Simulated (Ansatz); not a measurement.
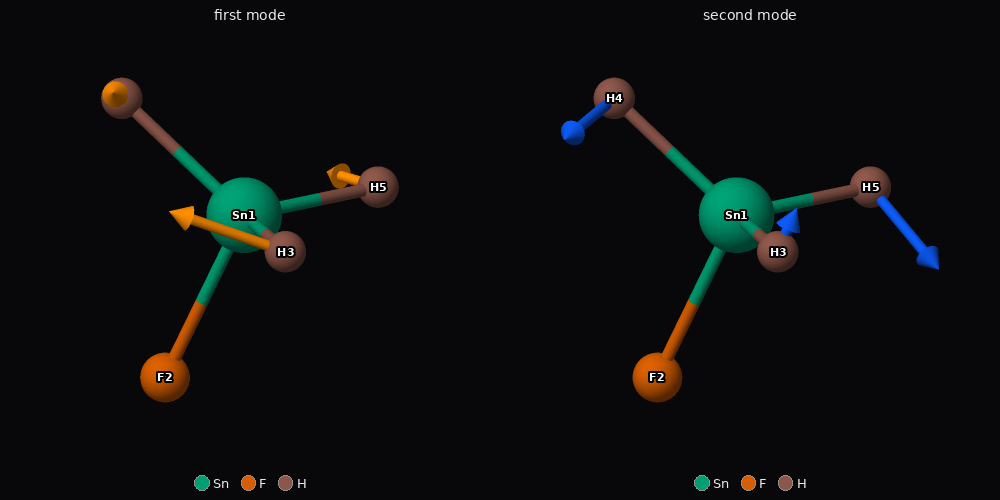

The system is FH3Sn, charge +1, spin multiplicity 2; the picture shows the reference structure; its two panels give the patterns of the first and the second mode as arrows. The first coordinate is: normal mode 4 (668 cm⁻¹, of the parent); the second: normal mode 5 (668 cm⁻¹, of the parent). Nothing is relaxed (straight displacements along the two mass-weighted modes). Grid: 15 × 15 points; 120 points were computed and 105 follow by symmetry. Points are written as (first, second). Energies: kcal/mol, counted from the ion of charge +1 at the geometry of the relaxed parent of charge +0. Near the degeneracy a single determinant is a rough description. Level of theory: UKS PBE-D4/def2-TZVP in Ansatz 0.2.0.

Its coordinates:

```
atom    x (Å)    y (Å)    z (Å)
  Sn  -0.0008   0.0013  -0.1301
   F   0.0105  -0.0188   1.8211
   H   1.6560   0.0107  -0.5732
   H  -0.8370   1.4402  -0.5441
   H  -0.8287  -1.4335  -0.5738
```

Range: normal mode 4 (668 cm⁻¹, of the parent) from −0.634 to 0.634 amu½·Å; normal mode 5 (668 cm⁻¹, of the parent) from −0.634 to 0.634 amu½·Å.

What will the energy surface look like?

Answer. The lowest grid point is at (−0.634 amu½·Å, 0.453 amu½·Å), −8.26 kcal/mol from the ion of charge +1 at the geometry of the relaxed parent of charge +0. It lies at the edge of the scanned range, so the true minimum may lie outside. The energy also falls towards the edge at (0.000 amu½·Å, −0.634 amu½·Å) (0.44 kcal/mol above the lowest), where a further well may lie outside the range. The highest grid point, (0.000 amu½·Å, 0.000 amu½·Å), lies 8.26 kcal/mol above the lowest.

| second ↓, first → | −0.634 | −0.544 | −0.453 | −0.362 | −0.272 | −0.181 | −0.091 | 0.000 | 0.091 | 0.181 | 0.272 | 0.362 | 0.453 | 0.544 | 0.634 |
| --- | --- | --- | --- | --- | --- | --- | --- | --- | --- | --- | --- | --- | --- | --- | --- |
| 0.634 | −7.70 | −7.61 | −7.34 | −6.96 | −6.53 | −6.14 | −5.88 | −5.78 | −5.88 | −6.14 | −6.53 | −6.96 | −7.34 | −7.61 | −7.70 |
| 0.544 | −8.09 | −7.93 | −7.59 | −7.13 | −6.62 | −6.17 | −5.86 | −5.75 | −5.86 | −6.17 | −6.62 | −7.13 | −7.59 | −7.93 | −8.09 |
| 0.453 | −8.26 | −8.02 | −7.60 | −7.05 | −6.46 | −5.92 | −5.55 | −5.42 | −5.55 | −5.92 | −6.46 | −7.05 | −7.60 | −8.02 | −8.26 |
| 0.362 | −8.23 | −7.92 | −7.41 | −6.76 | −6.06 | −5.42 | −4.97 | −4.81 | −4.97 | −5.42 | −6.06 | −6.76 | −7.41 | −7.92 | −8.23 |
| 0.272 | −8.03 | −7.66 | −7.08 | −6.33 | −5.49 | −4.71 | −4.15 | −3.94 | −4.15 | −4.71 | −5.49 | −6.33 | −7.08 | −7.66 | −8.03 |
| 0.181 | −7.71 | −7.30 | −6.66 | −5.82 | −4.84 | −3.86 | −3.11 | −2.84 | −3.11 | −3.86 | −4.84 | −5.82 | −6.66 | −7.30 | −7.71 |
| 0.091 | −7.31 | −6.89 | −6.24 | −5.36 | −4.28 | −3.06 | −1.94 | −1.53 | −1.94 | −3.06 | −4.28 | −5.36 | −6.24 | −6.89 | −7.31 |
| 0.000 | −6.86 | −6.50 | −5.89 | −5.06 | −4.02 | −2.81 | −1.44 | 0.00 | −1.44 | −2.81 | −4.02 | −5.06 | −5.89 | −6.50 | −6.86 |
| −0.091 | −6.43 | −6.17 | −5.68 | −4.99 | −4.12 | −3.12 | −2.08 | −1.24 | −2.08 | −3.12 | −4.12 | −4.99 | −5.68 | −6.17 | −6.43 |
| −0.181 | −6.04 | −5.94 | −5.63 | −5.13 | −4.50 | −3.79 | −3.10 | −2.73 | −3.10 | −3.79 | −4.50 | −5.13 | −5.63 | −5.94 | −6.04 |
| −0.272 | −5.70 | −5.81 | −5.71 | −5.44 | −5.07 | −4.64 | −4.26 | −4.09 | −4.26 | −4.64 | −5.07 | −5.44 | −5.71 | −5.81 | −5.70 |
| −0.362 | −5.42 | −5.75 | −5.88 | −5.85 | −5.72 | −5.54 | −5.37 | −5.31 | −5.37 | −5.54 | −5.72 | −5.85 | −5.88 | −5.75 | −5.42 |
| −0.453 | −5.18 | −5.73 | −6.09 | −6.29 | −6.37 | −6.38 | −6.36 | −6.35 | −6.36 | −6.38 | −6.37 | −6.29 | −6.09 | −5.73 | −5.18 |
| −0.544 | −4.95 | −5.72 | −6.29 | −6.69 | −6.94 | −7.10 | −7.17 | −7.20 | −7.17 | −7.10 | −6.94 | −6.69 | −6.29 | −5.72 | −4.95 |
| −0.634 | −4.70 | −5.66 | −6.41 | −6.97 | −7.37 | −7.63 | −7.77 | −7.82 | −7.77 | −7.63 | −7.37 | −6.97 | −6.41 | −5.66 | −4.70 |

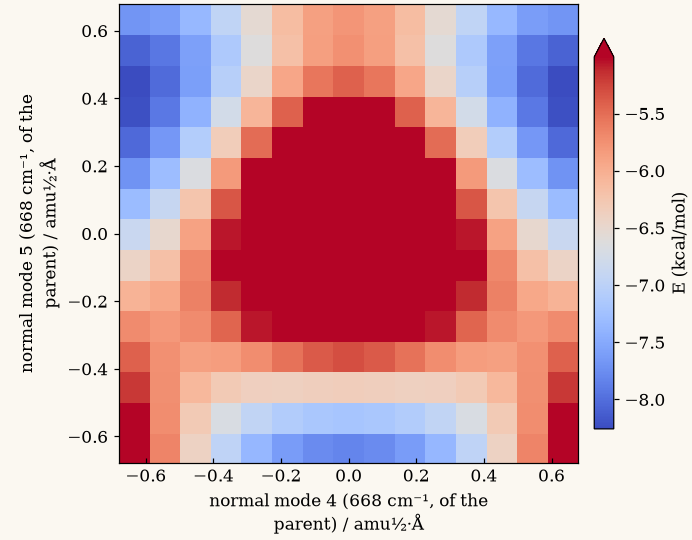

Drawn: one coloured cell a grid point, one colour for all values above the top of the scale.

The whole map (120 points run) took 23 min on 1 thread of Arm Neoverse N1, with other jobs on the host.
